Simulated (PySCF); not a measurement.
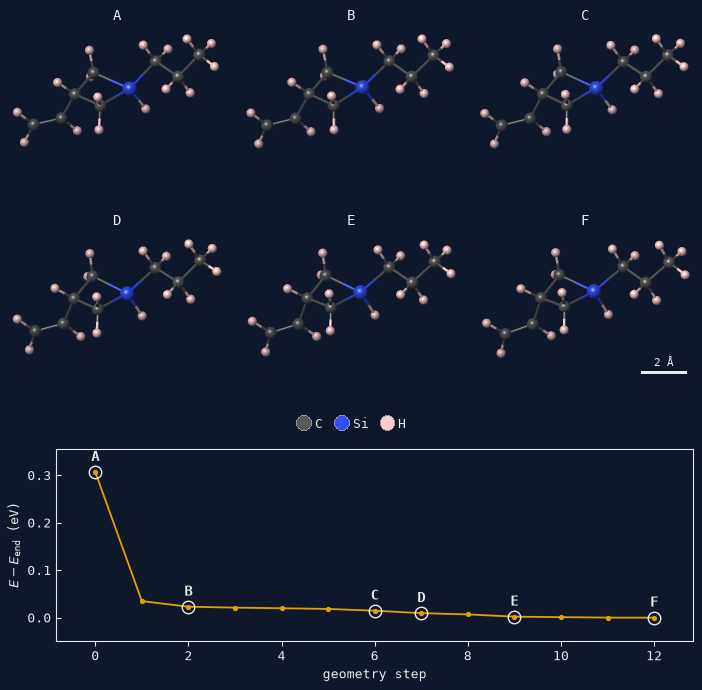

Frames of a relaxation of C8H16Si, marked on the history of the run. A ball-and-stick model, seen from a free direction.

The start comes from GFN2-xTB. Its atoms were then displaced at random by about 0.01 Å.

Method: PBE0-D3(BJ)/def2-SVP geometry optimisation, gas phase (PySCF). 

What happens along the run?

The atom that moves furthest after the best rigid fit is an H atom (0.53 Å). Largest moves by element: H 0.53 Å, C 0.34 Å, Si 0.22 Å. Near-neighbour distances that change, for instance: C–H 1.062 → 1.103 Å, H–Si 1.460 → 1.500 Å, C–C 1.300 → 1.333 Å, C–Si 1.930 → 1.897 Å. Among the angles between lasting bonds that change: Si–C–H 117.9° → 110.5°, Si–C–H 115.7° → 122.7°, C–C–H 109.0° → 115.5°. The energy falls by 0.307 eV in 12 geometry steps. From step 0 to 2: the Si atom moves most (0.08 Å), energy −0.284 eV. From step 2 to 6: H atoms move most (0.13 Å), energy −0.008 eV. From step 6 to 7: an H atom moves most (0.18 Å), energy −0.005 eV. From step 7 to 9: H atoms move most (0.15 Å), energy −0.007 eV. From step 9 to 12: an H atom moves most (0.09 Å), energy −0.002 eV.

```tsv
step	E − E(0), eV
0	0.0000
1	-0.2720
2	-0.2837
3	-0.2857
4	-0.2870
5	-0.2885
6	-0.2922
7	-0.2973
8	-0.3000
9	-0.3047
10	-0.3057
11	-0.3067
12	-0.3068
```
